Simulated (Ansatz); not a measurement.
Frequency calculation of AlPH$_{4}$ClOF

AlPH$_{4}$ClOF, computed with RKS r2SCAN/def2-SVP (Ansatz 0.2.0).

It belongs to a series of runs on one base structure; here: vibrations at the highest image of the band. Figures and captions count atoms from 1; the log counts them from 0 in places.

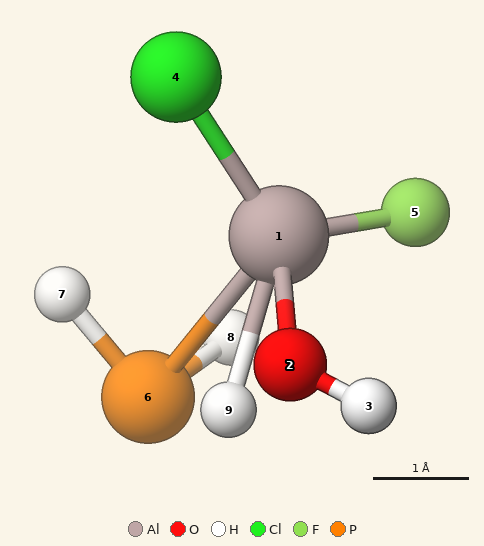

*The input geometry (ball-and-stick view, seen at a tilt; atoms are numbered from 1 in the order of the input). Sticks mark near contacts.*

Input file:
```yaml
crystal:
  periodic: [false, false, false]
  atoms:
    - { symbol: Al, position_ang: [0.326582, 0.381149, 0.173657] }
    - { symbol: O, position_ang: [-0.167326, -0.142108, 1.839491] }
    - { symbol: H, position_ang: [-1.059231, -0.441674, 2.07129] }
    - { symbol: Cl, position_ang: [2.087717, -0.477708, -0.583394] }
    - { symbol: F, position_ang: [-0.993135, 0.508512, -0.839449] }
    - { symbol: P, position_ang: [0.685365, 2.626161, 1.354972] }
    - { symbol: H, position_ang: [1.970264, 2.363344, 0.79783] }
    - { symbol: H, position_ang: [0.013825, 2.900541, 0.125993] }
    - { symbol: H, position_ang: [0.078238, 1.134383, 1.930712] }
basis:
  gaussian: { orbitals: def2-SVP }
hamiltonian:
  xc: r2scan
phonons: {}
```

Run on 4 threads of Arm Neoverse V2, 24 GiB of memory available, shared host.

Run as:
```bash
ansatz run input.yaml --threads 4 --pin off --max-ram 5120MiB --backend cpu --events-out ev --progress --plain --runs-dir out
```

Log:
```
Engine: ansatz 0.2.0, aarch64-unknown-linux-gnu
Functional definition: r2SCAN
  parameter k0 = 0.174
  parameter k1 = 0.065
  parameter a1 = 4.9479
  exchange = r2scan_x(k0 = k0, k1 = k1, a1 = a1)
  correlation = r2scan_c
1118 factors; their error is unknown
mean field evaluation 1: about -33219.0831 eV, gradient 5.9e1 eV
mean field evaluation 2: about -33201.1347 eV, gradient 1.1e2 eV
mean field evaluation 4: about -33224.9704 eV, gradient 4.8e0 eV
mean field evaluation 8: about -33225.0262 eV, gradient 1.2e-1 eV
mean field evaluation 16: about -33224.9770 eV, gradient 6.0e-5 eV
mean field -33224.97704723 eV, -1220.9953857875 hartree, gradient 1.5e-5 eV, S^2 0.000000; 0 other end points of the search recorded, 0 dependent functions left out
the calculation of the forces begins
reference -33224.97705855 eV, -1220.9953862035 hartree; 33, 33 occupied and 69, 69 virtual orbitals, 1118 factors
these checks for a lower state are left out or cut short: stability, starts, cluster_reference, orbital_swaps, neighbouring_geometries, increment
1118 factors; their error is unknown
mean field -33224.97694154 eV, -1220.9953819032 hartree, gradient 2.5e-6 eV, S^2 0.000000; 0 other end points of the search recorded, 0 dependent functions left out
[... from here on the field's lines of each further geometry are left out, up to the last ...]
the calculation of the forces begins
reference -33224.97704274 eV, -1220.9953856223 hartree; 33, 33 occupied and 69, 69 virtual orbitals, 1118 factors
these checks for a lower state are left out or cut short: stability, starts, cluster_reference, orbital_swaps, neighbouring_geometries, increment
1118 factors; their error is unknown
mean field -33224.97702598 eV, -1220.9953850064 hartree, gradient 9.4e-7 eV, S^2 0.000000; 0 other end points of the search recorded, 0 dependent functions left out
the calculation of the forces begins
reference -33224.97703730 eV, -1220.9953854224 hartree; 33, 33 occupied and 69, 69 virtual orbitals, 1118 factors
WARN: phonons: modes at or below zero, which the zero-point energy, F, S and C_V leave out: 1, the lowest at -1010.40 cm⁻¹. A minimum has none, and a first-order saddle one
Total energy: -33224.97705855 eV, -1220.9953862035 hartree
Atom 0 at     0.326582     0.381149     0.173657 Å, force     0.000039    -0.007561     0.007065 eV/Å
Atom 1 at    -0.167326    -0.142108     1.839491 Å, force    -0.002711     0.012378    -0.008982 eV/Å
Atom 2 at    -1.059231    -0.441674     2.071290 Å, force     0.002333    -0.006944     0.001241 eV/Å
Atom 3 at     2.087717    -0.477708    -0.583394 Å, force    -0.001874     0.000458    -0.000883 eV/Å
Atom 4 at    -0.993135     0.508512    -0.839449 Å, force     0.000108     0.000551    -0.000466 eV/Å
Atom 5 at     0.685365     2.626161     1.354972 Å, force     0.002896     0.001712     0.005498 eV/Å
Atom 6 at     1.970264     2.363344     0.797830 Å, force    -0.001605     0.000382     0.000094 eV/Å
Atom 7 at     0.013825     2.900541     0.125993 Å, force    -0.000011     0.000597    -0.004652 eV/Å
Atom 8 at     0.078238     1.134383     1.930712 Å, force     0.000824    -0.001574     0.001086 eV/Å
Dipole moment:    -0.283533     0.100411     0.454528 e Å
Vibrations: -1010.40 106.56 149.30 167.34 203.39 215.06 306.50 325.19 408.97 450.81 488.37 553.02 660.39 764.66 871.37 1070.97 1189.80 1500.21 2408.02 2435.86 3821.00 cm⁻¹, zero-point energy 1.121858 eV
```

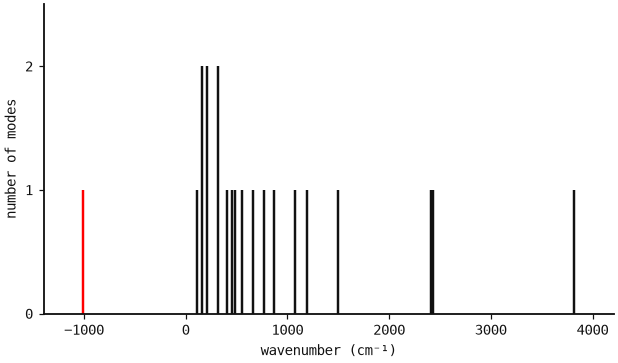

*Harmonic vibrational wavenumbers from the force constants; neighbouring modes closer than 22 cm⁻¹ are counted in one stick, and imaginary ones are drawn at negative wavenumbers.*

21 modes from 1010i to 3821 cm⁻¹, 1 imaginary beyond 8i (1010i cm⁻¹): a first-order saddle point, if the geometry is stationary.

Results in brief:

- outcome: converged
- total energy: −33224.9771 eV
- mean-field energy: −33224.9771 eV
- largest force (length of the vector): 0.016 eV/Å
- wall time: 51 s (CPU time 3.2 min)
- peak memory: 0.17 GiB
